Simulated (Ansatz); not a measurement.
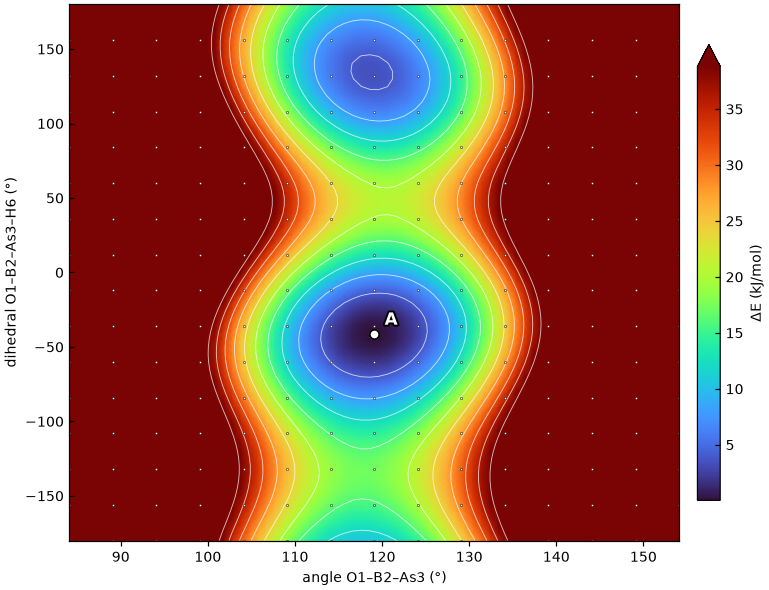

AsBH4O, SMILES OB[AsH2]. The first coordinate is: angle O1–B2–As3; the second: dihedral O1–B2–As3–H6. Nothing is relaxed (all other coordinates rigid). The scan uses a 15 × 15 grid. Energies are in kJ/mol, from the relaxed molecule at the same level. These are results of RKS PBE0-D4/def2-TZVP (Ansatz 0.2.0), not measurements.

Drawn: a smooth colour map with a few white contour lines, dots at the grid points, one colour for all values above the top of the scale, the well A. Between grid points the surface is interpolated.

Question: Estimate the position of the minimum and the force constants in these coordinates. Take the well at A.

Answer: The interpolated minimum is at angle O1–B2–As3 ≈ 119.1°, dihedral O1–B2–As3–H6 ≈ −41°. The curvatures there are about 7.3 eV/rad² and 0.37 eV/rad², with a cross term of about −0.17 eV/rad². Round the minimum the two coordinates are weakly coupled (coupling −0.10 in units of the two stiffnesses). (1 eV is 96.5 kJ/mol.)
